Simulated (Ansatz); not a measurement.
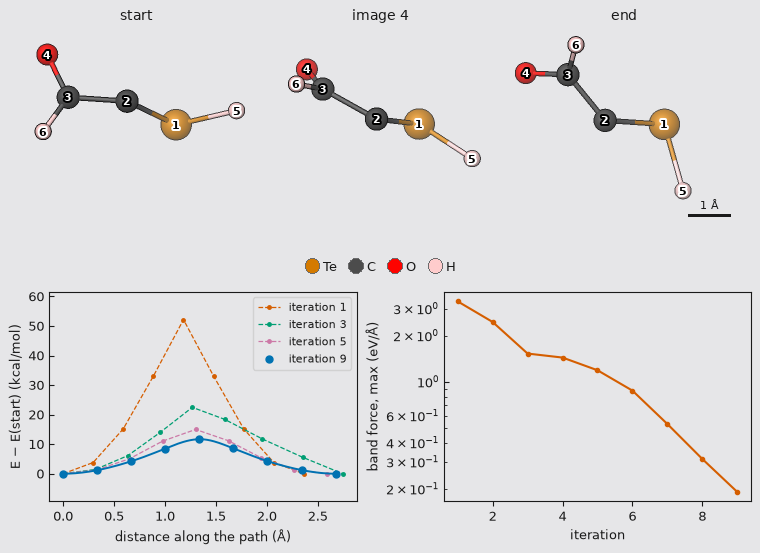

NEB run on C$_{2}$H$_{2}$OTe. Images are numbered from 0 (start) to 8 (end). The plot follows the band through its iterations. A ball-and-stick model, seen at a tilt.

Method: RKS PBE-D4/def2-SVP in Ansatz 0.2.0. Run with 7 movable images; climbing image; force threshold 0.2 eV/Å; iteration limit 60; starting path by image-dependent pair potential.

Did the band converge, and can the barrier be trusted?

The run is converged, with reservations. The band converged in 9 iterations. The largest component of the band force went from 3.3 to 0.19 eV/Å. The climbing image converged on the top of the path. Its curvatures weren't checked. The force threshold is loose. The first iteration put the highest image at 52.2 kcal/mol. The barrier is about 11.7 kcal/mol in both directions, with image 4 at the top; the ends have the same energy.

The run took 2.4 min on 1 thread of Arm Neoverse V1, with other jobs on the host, peak memory 0.14 GiB.
